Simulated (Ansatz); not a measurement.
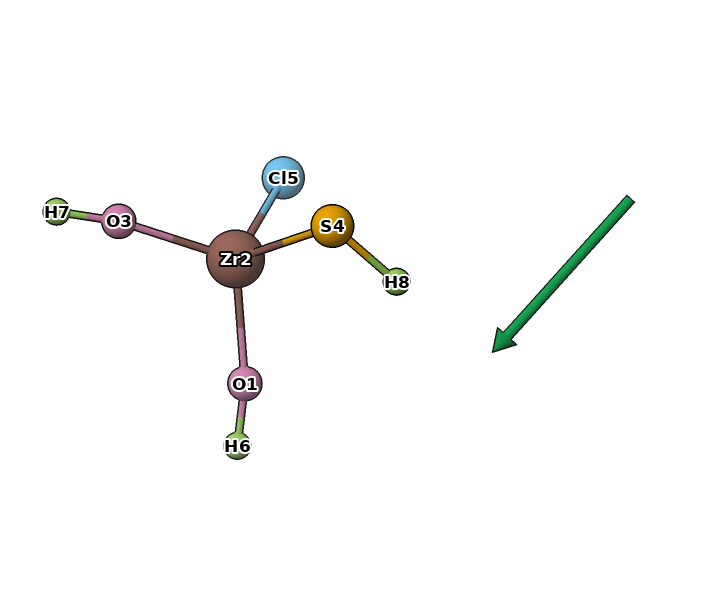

The arrow beside the molecule shows the direction of the dipole moment, from the negative to the positive end (its length means nothing). Charge 0, singlet. Computed geometry: PBE0-D4/def2-TZVP optimisation. No frequency run is at hand to confirm it as a minimum. Properties computed with RKS PBE0-D4/def2-TZVP, core potentials on Zr (Ansatz 0.2.0).

Question: Estimate the dipole moment.

Answer: 3.84 D; it points from the side of Cl5, H8 to the side of H6 (the outermost atoms at the two ends).
